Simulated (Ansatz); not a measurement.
# TaGe (doublet): wB97M-V, B2PLYP over vertical spin and charge gaps, def2-QZVPP

Aim: run TaGe (doublet) with these functionals over vertical spin and charge gaps, and hold them against the top wave-function level at the same points.

Method: def2-QZVPP, all electrons in the functionals, frozen cores in the correlation of double hybrids and RPA; program: Ansatz 0.2.0, Gaussian basis.

To be run: wB97M-V, B2PLYP, at charge 0, doublet; charge 0, quartet; charge 1, singlet; charge 1, triplet.

8 further runs of the same task are left out: 8 set aside as unsound or not needed.

### 1 The geometry

The geometry is a PBE0/def2-TZVP stationary point (not a proven minimum). No spin-orbit coupling is included. Elements past krypton take def2 core potentials. The filled d shell of Ge may be among the frozen orbitals whatever the setting's name suggests; the logs give the count.

2 atoms, charge 0, spin multiplicity 2.

Atoms are counted from 1 here; the program's logs count them from 0.

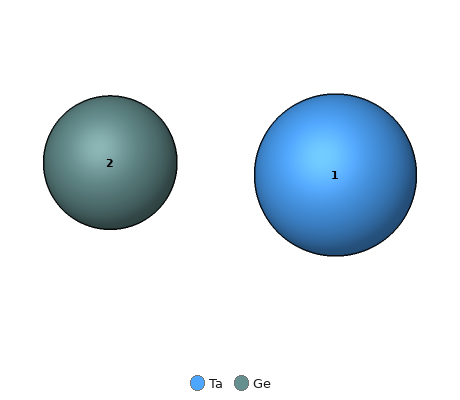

The structure; tantalum blue, germanium teal; atoms are numbered from 1 in the order of the file.

No dispersion term is added; wB97M-V holds VV10 nonlocal correlation.

The geometry shown and the zero of energy belong to the point charge 0, doublet. The yardstick, RCCSD(T), and other wave-function levels (R restricted, U unrestricted, valence and pair active spaces) come from earlier runs.

### 2 wB97M-V, charge 0, doublet

in.yaml

```yaml
crystal:
  periodic: [false, false, false]
  atoms:
    - {symbol: Ta, position_ang: [0.000000, 0.000000, 0.000000]}
    - {symbol: Ge, position_ang: [0.000000, 0.000000, 2.421200]}
basis:
  gaussian: {orbitals: "def2-QZVPP.json"}
magnetization: {spin_polarized: true, initial_magnetization: 1}
hamiltonian: {xc: {name: wB97M-V}}
output: {orbitals: {seedname: orbitals}}
```

The run is started by

```
ansatz run in.yaml --threads 2 --pin off --events-out ev --progress --plain --max-ram 15360MiB --backend cuda --devices 0, --max-vram 18GiB
```

Standard output, shortened:

```text
Functional definition: wB97M-V
  name "wB97M-V"
  cite "Mardirossian & Head-Gordon, J. Chem. Phys. 144, 214110 (2016) doi:10.1063/1.4952647"
  cite "Becke, J. Chem. Phys. 107, 8554 (1997) doi:10.1063/1.475007"
  cite "Vydrov & Van Voorhis, J. Chem. Phys. 133, 244103 (2010) doi:10.1063/1.3521275"
  # Of w^i u^j: cxij and so on, Table III.
[...]
  gx(w, u) = 1 - cx + cx01*u + cx10*w
  gss(w, u) = css00 + css04*u^4 + css10*w + css20*w^2 + css43*w^4*u^3
  gos(w, u) = cos00 + cos10*w + (cos20 + cos21*u)*w^2 + (cos60 + cos61*u)*w^6
[...]
      + integral(e_c_pw_mod_opposite_spin*gos(b97_w_opposite, b97_u_opposite)) + vv10(b, c)
949 factors; their error is unknown
181 factors; integrals over basis functions are off by at most 7.2e-5 eV
[...]
mean field -58060.26414043 eV, -2133.6753525002 hartree, gradient 5.5e-6 eV, S^2 1.747236; 14 other end points of the search recorded, 0 dependent functions left out
reference -58060.26417633 eV, -2133.6753538197 hartree; 23, 22 occupied and 147, 148 virtual orbitals, 949 factors
Total energy: -58060.26417633 eV, -2133.6753538197 hartree
```

Wall time 46 s (1 × H100 (card shared with other runs) with 2 threads of AMD EPYC 7R13, shared host); peak host memory 1 GiB.

From the report: ⟨S²⟩ of the determinant 1.747 (pure doublet: 0.75). The determinant is far from a pure spin state, so its energy mixes those of several spin states (harmless only where they are near-degenerate, as at dissociation).

### 3 wB97M-V, charge 0, quartet

Changes to in.yaml since step 2:

```diff
@@ -7,3 +7,3 @@
   gaussian: {orbitals: "def2-QZVPP.json"}
-magnetization: {spin_polarized: true, initial_magnetization: 1}
+magnetization: {spin_polarized: true, initial_magnetization: 3}
 hamiltonian: {xc: {name: wB97M-V}}
```

The command is unchanged.

Standard output, shortened:

```text
Functional definition: wB97M-V
  name "wB97M-V"
  cite "Mardirossian & Head-Gordon, J. Chem. Phys. 144, 214110 (2016) doi:10.1063/1.4952647"
  cite "Becke, J. Chem. Phys. 107, 8554 (1997) doi:10.1063/1.475007"
  cite "Vydrov & Van Voorhis, J. Chem. Phys. 133, 244103 (2010) doi:10.1063/1.3521275"
  # Of w^i u^j: cxij and so on, Table III.
[...]
  gx(w, u) = 1 - cx + cx01*u + cx10*w
  gss(w, u) = css00 + css04*u^4 + css10*w + css20*w^2 + css43*w^4*u^3
  gos(w, u) = cos00 + cos10*w + (cos20 + cos21*u)*w^2 + (cos60 + cos61*u)*w^6
[...]
      + integral(e_c_pw_mod_opposite_spin*gos(b97_w_opposite, b97_u_opposite)) + vv10(b, c)
949 factors; their error is unknown
181 factors; integrals over basis functions are off by at most 7.2e-5 eV
[...]
mean field -58060.54352176 eV, -2133.6856195748 hartree, gradient 8.3e-6 eV, S^2 4.024161; 6 other end points of the search recorded, 0 dependent functions left out
reference -58060.54355788 eV, -2133.6856209022 hartree; 24, 21 occupied and 146, 149 virtual orbitals, 949 factors
Total energy: -58060.54355788 eV, -2133.6856209022 hartree
```

Run time: 10 s. Hardware: 1 × H100 (card shared with other runs) with 2 threads of AMD EPYC 7R13, shared host; peak host memory 1 GiB.

From the report: ⟨S²⟩ of the determinant 4.024 (pure quartet: 3.75).

From charge 0, doublet: -6.4 kcal/mol.

### 4 wB97M-V, charge 1, singlet

Changes to in.yaml since step 3:

```diff
@@ -7,3 +7,4 @@
   gaussian: {orbitals: "def2-QZVPP.json"}
-magnetization: {spin_polarized: true, initial_magnetization: 3}
+total_charge: 1
+magnetization: {spin_polarized: true, initial_magnetization: 0}
 hamiltonian: {xc: {name: wB97M-V}}
```

Launched as before.

Standard output, shortened:

```text
Functional definition: wB97M-V
  name "wB97M-V"
  cite "Mardirossian & Head-Gordon, J. Chem. Phys. 144, 214110 (2016) doi:10.1063/1.4952647"
  cite "Becke, J. Chem. Phys. 107, 8554 (1997) doi:10.1063/1.475007"
  cite "Vydrov & Van Voorhis, J. Chem. Phys. 133, 244103 (2010) doi:10.1063/1.3521275"
  # Of w^i u^j: cxij and so on, Table III.
[...]
  gx(w, u) = 1 - cx + cx01*u + cx10*w
  gss(w, u) = css00 + css04*u^4 + css10*w + css20*w^2 + css43*w^4*u^3
  gos(w, u) = cos00 + cos10*w + (cos20 + cos21*u)*w^2 + (cos60 + cos61*u)*w^6
[...]
      + integral(e_c_pw_mod_opposite_spin*gos(b97_w_opposite, b97_u_opposite)) + vv10(b, c)
949 factors; their error is unknown
181 factors; integrals over basis functions are off by at most 7.2e-5 eV
[...]
mean field -58053.33427662 eV, -2133.4206847023 hartree, gradient 8.7e-6 eV, S^2 1.891184; 19 other end points of the search recorded, 0 dependent functions left out
reference -58053.33431756 eV, -2133.4206862071 hartree; 22, 22 occupied and 148, 148 virtual orbitals, 949 factors
Total energy: -58053.33431756 eV, -2133.4206862071 hartree
```

Run time: 71 s. Hardware: 1 × H100 (card shared with other runs) with 2 threads of AMD EPYC 7R13, shared host; peak host memory 1 GiB.

From the report: ⟨S²⟩ of the determinant 1.891 (pure singlet: 0.00). The determinant is far from a pure spin state, so its energy mixes those of several spin states (harmless only where they are near-degenerate, as at dissociation).

From charge 0, doublet: +159.8 kcal/mol.

### 5 wB97M-V, charge 1, triplet

Changes to in.yaml since step 4:

```diff
@@ -8,3 +8,3 @@
 total_charge: 1
-magnetization: {spin_polarized: true, initial_magnetization: 0}
+magnetization: {spin_polarized: true, initial_magnetization: 2}
 hamiltonian: {xc: {name: wB97M-V}}
```

The command is unchanged.

Standard output, shortened:

```text
Functional definition: wB97M-V
  name "wB97M-V"
  cite "Mardirossian & Head-Gordon, J. Chem. Phys. 144, 214110 (2016) doi:10.1063/1.4952647"
  cite "Becke, J. Chem. Phys. 107, 8554 (1997) doi:10.1063/1.475007"
  cite "Vydrov & Van Voorhis, J. Chem. Phys. 133, 244103 (2010) doi:10.1063/1.3521275"
  # Of w^i u^j: cxij and so on, Table III.
[...]
  gx(w, u) = 1 - cx + cx01*u + cx10*w
  gss(w, u) = css00 + css04*u^4 + css10*w + css20*w^2 + css43*w^4*u^3
  gos(w, u) = cos00 + cos10*w + (cos20 + cos21*u)*w^2 + (cos60 + cos61*u)*w^6
[...]
      + integral(e_c_pw_mod_opposite_spin*gos(b97_w_opposite, b97_u_opposite)) + vv10(b, c)
949 factors; their error is unknown
181 factors; integrals over basis functions are off by at most 7.2e-5 eV
[...]
mean field -58053.45818789 eV, -2133.4252383577 hartree, gradient 4.2e-6 eV, S^2 2.656303; 16 other end points of the search recorded, 0 dependent functions left out
reference -58053.45822901 eV, -2133.4252398688 hartree; 23, 21 occupied and 147, 149 virtual orbitals, 949 factors
Total energy: -58053.45822901 eV, -2133.4252398688 hartree
```

Wall time 83 s (1 × H100 (card shared with other runs) with 2 threads of AMD EPYC 7R13, shared host); peak host memory 1 GiB.

From the report: ⟨S²⟩ of the determinant 2.656 (pure triplet: 2.00). The determinant is far from a pure spin state, so its energy mixes those of several spin states (harmless only where they are near-degenerate, as at dissociation).

From charge 0, doublet: +156.9 kcal/mol.

### 6 B2PLYP, charge 0, doublet

in.yaml

```yaml
crystal:
  periodic: [false, false, false]
  atoms:
    - {symbol: Ta, position_ang: [0.000000, 0.000000, 0.000000]}
    - {symbol: Ge, position_ang: [0.000000, 0.000000, 2.421200]}
basis:
  gaussian: {orbitals: "def2-QZVPP.json"}
magnetization: {spin_polarized: true, initial_magnetization: 1}
hamiltonian: {xc: {name: B2PLYP}}
correlation: {electrons: outside_noble_gas}
```

Same command.

Standard output, shortened:

```text
Functional definition: B2PLYP
  name "B2PLYP"
  cite "Grimme, J. Chem. Phys. 124, 034108 (2006) doi:10.1063/1.2148954"
  cite "Becke, Phys. Rev. A 38, 3098 (1988) doi:10.1103/PhysRevA.38.3098"
  cite "Lee, Yang & Parr, Phys. Rev. B 37, 785 (1988) doi:10.1103/PhysRevB.37.785"
[...]
1116 factors; integrals over basis functions are off by at most 5.9e-4 eV
[...]
mean field -58047.94503951 eV, -2133.2226338916 hartree, gradient 2.0e-6 eV, S^2 2.357581; 25 other end points of the search recorded, 0 dependent functions left out
18 core orbitals not correlated: weight in the atoms' cores, before any rotation towards them, 0.999 or more for the frozen orbitals, at most 0.000 for the correlated occupied ones
reference -58047.94514891 eV, -2133.2226379122 hartree; 5, 4 occupied and 147, 148 virtual orbitals, 1116 factors
second order -6.89305893 eV of doubles, -0.00000000 eV of singles
Total energy: -58049.80627482 eV, -2133.2910330279 hartree
```

Wall time 39 s (1 × H100 (card shared with other runs) with 2 threads of AMD EPYC 7R13, shared host); peak host memory 0.97 GiB.

From the report: ⟨S²⟩ of the determinant 2.358 (pure doublet: 0.75). The determinant is far from a pure spin state, so its energy mixes those of several spin states (harmless only where they are near-degenerate, as at dissociation).

### 7 B2PLYP, charge 0, quartet

Changes to in.yaml since step 6:

```diff
@@ -7,3 +7,3 @@
   gaussian: {orbitals: "def2-QZVPP.json"}
-magnetization: {spin_polarized: true, initial_magnetization: 1}
+magnetization: {spin_polarized: true, initial_magnetization: 3}
 hamiltonian: {xc: {name: B2PLYP}}
```

Same command.

Standard output, shortened:

```text
Functional definition: B2PLYP
  name "B2PLYP"
  cite "Grimme, J. Chem. Phys. 124, 034108 (2006) doi:10.1063/1.2148954"
  cite "Becke, Phys. Rev. A 38, 3098 (1988) doi:10.1103/PhysRevA.38.3098"
  cite "Lee, Yang & Parr, Phys. Rev. B 37, 785 (1988) doi:10.1103/PhysRevB.37.785"
[...]
1116 factors; integrals over basis functions are off by at most 5.9e-4 eV
[...]
mean field -58048.11191317 eV, -2133.2287663854 hartree, gradient 2.7e-6 eV, S^2 4.144583; 9 other end points of the search recorded, 0 dependent functions left out
18 core orbitals not correlated: weight in the atoms' cores, before any rotation towards them, 0.999 or more for the frozen orbitals, at most 0.001 for the correlated occupied ones
reference -58048.11202247 eV, -2133.2287704022 hartree; 6, 3 occupied and 146, 149 virtual orbitals, 1116 factors
second order -7.45502683 eV of doubles, -0.00000000 eV of singles
Total energy: -58050.12487971 eV, -2133.3027415416 hartree
```

Wall time 7 s (1 × H100 (card shared with other runs) with 2 threads of AMD EPYC 7R13, shared host); peak host memory 0.95 GiB.

From the report: ⟨S²⟩ of the determinant 4.145 (pure quartet: 3.75).

From charge 0, doublet: -7.3 kcal/mol.

### 8 B2PLYP, charge 1, singlet

Changes to in.yaml since step 7:

```diff
@@ -7,3 +7,4 @@
   gaussian: {orbitals: "def2-QZVPP.json"}
-magnetization: {spin_polarized: true, initial_magnetization: 3}
+total_charge: 1
+magnetization: {spin_polarized: true, initial_magnetization: 0}
 hamiltonian: {xc: {name: B2PLYP}}
```

Same command.

Standard output, shortened:

```text
Functional definition: B2PLYP
  name "B2PLYP"
  cite "Grimme, J. Chem. Phys. 124, 034108 (2006) doi:10.1063/1.2148954"
  cite "Becke, Phys. Rev. A 38, 3098 (1988) doi:10.1103/PhysRevA.38.3098"
  cite "Lee, Yang & Parr, Phys. Rev. B 37, 785 (1988) doi:10.1103/PhysRevB.37.785"
[...]
1116 factors; integrals over basis functions are off by at most 5.9e-4 eV
[...]
mean field -58041.16252781 eV, -2132.9733811841 hartree, gradient 1.7e-6 eV, S^2 2.032105; 19 other end points of the search recorded, 0 dependent functions left out
18 core orbitals not correlated: weight in the atoms' cores, before any rotation towards them, 0.999 or more for the frozen orbitals, at most 0.001 for the correlated occupied ones
reference -58041.16264557 eV, -2132.9733855116 hartree; 4, 4 occupied and 148, 148 virtual orbitals, 1116 factors
second order -6.03257768 eV of doubles, -0.00000000 eV of singles
Total energy: -58042.79144154 eV, -2133.0332426596 hartree
```

Wall time 75 s (1 × H100 (card shared with other runs) with 2 threads of AMD EPYC 7R13, shared host); peak host memory 0.96 GiB.

From the report: ⟨S²⟩ of the determinant 2.032 (pure singlet: 0.00). The determinant is far from a pure spin state, so its energy mixes those of several spin states (harmless only where they are near-degenerate, as at dissociation).

From charge 0, doublet: +161.8 kcal/mol.

### 9 B2PLYP, charge 1, triplet

Changes to in.yaml since step 8:

```diff
@@ -8,3 +8,3 @@
 total_charge: 1
-magnetization: {spin_polarized: true, initial_magnetization: 0}
+magnetization: {spin_polarized: true, initial_magnetization: 2}
 hamiltonian: {xc: {name: B2PLYP}}
```

Same command.

Standard output, shortened:

```text
Functional definition: B2PLYP
  name "B2PLYP"
  cite "Grimme, J. Chem. Phys. 124, 034108 (2006) doi:10.1063/1.2148954"
  cite "Becke, Phys. Rev. A 38, 3098 (1988) doi:10.1103/PhysRevA.38.3098"
  cite "Lee, Yang & Parr, Phys. Rev. B 37, 785 (1988) doi:10.1103/PhysRevB.37.785"
[...]
1116 factors; integrals over basis functions are off by at most 5.9e-4 eV
[...]
mean field -58041.30860650 eV, -2132.9787494769 hartree, gradient 1.9e-6 eV, S^2 3.059703; 16 other end points of the search recorded, 0 dependent functions left out
18 core orbitals not correlated: weight in the atoms' cores, before any rotation towards them, 0.999 or more for the frozen orbitals, at most 0.000 for the correlated occupied ones
reference -58041.30872437 eV, -2132.9787538087 hartree; 5, 3 occupied and 147, 149 virtual orbitals, 1116 factors
second order -5.80007615 eV of doubles, -0.00000000 eV of singles
Total energy: -58042.87474494 eV, -2133.0363040028 hartree
```

Wall time 47 s (1 × H100 (card shared with other runs) with 2 threads of AMD EPYC 7R13, shared host); peak host memory 0.95 GiB.

From the report: ⟨S²⟩ of the determinant 3.060 (pure triplet: 2.00). The determinant is far from a pure spin state, so its energy mixes those of several spin states (harmless only where they are near-degenerate, as at dissociation).

From charge 0, doublet: +159.8 kcal/mol.

### 10 Against the wave-function levels

No level is safe as a reference over these points; RCCSD(T) serves as a yardstick only. It comes from earlier runs at the same points. Energies in kcal/mol, counted from charge 0, doublet; blanks weren't run or aren't comparable.

```csv
level,doublet to quartet,ionisation to the singlet cation,ionisation to the triplet cation
RCCSD(T),0.4,168.0,166.0
wB97M-V,-6.4,159.8,156.9
B2PLYP,-7.3,161.8,159.8
```

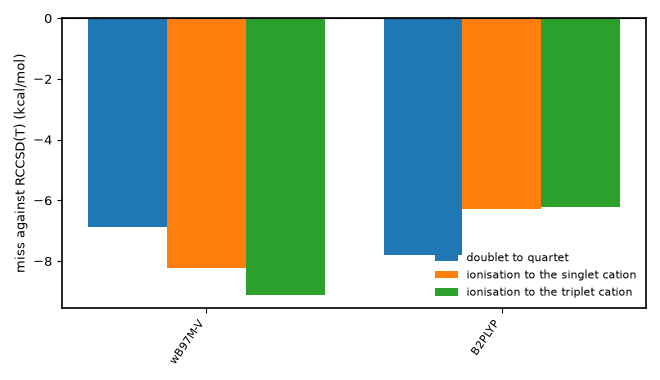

Misses of the gaps against RCCSD(T).

Largest miss and mean time a point (RCCSD(T) took 65 s a point; shared hosts):

```csv
level,largest miss (kcal/mol),where,time a point
wB97M-V,-9.1,ionisation to the triplet cation,52 s
B2PLYP,-7.8,doublet to quartet,42 s
```

### 11 Outcome

```
                                  quantity                                             value
              doublet to quartet, RCCSD(T)                                      0.4 kcal/mol
ionisation to the singlet cation, RCCSD(T)                                    168.0 kcal/mol
ionisation to the triplet cation, RCCSD(T)                                    166.0 kcal/mol
                     largest miss, wB97M-V  -9.1 kcal/mol (ionisation to the triplet cation)
                      largest miss, B2PLYP                -7.8 kcal/mol (doublet to quartet)
```

What this shows: Of the functionals, B2PLYP keep the smallest largest miss at the points compared (at most 7.8 kcal/mol) and wB97M-V strays most (9.1 kcal/mol, at ionisation to the triplet cation). wB97M-V, B2PLYP clearly break the spin symmetry at some points (⟨S²⟩ up to 2.03 above the pure value), so energy there is bought with a mixed spin. Functionals and the yardstick converge differently with the basis, so part of each miss in def2-QZVPP is the basis. The yardstick itself may be off where one determinant is a poor start.
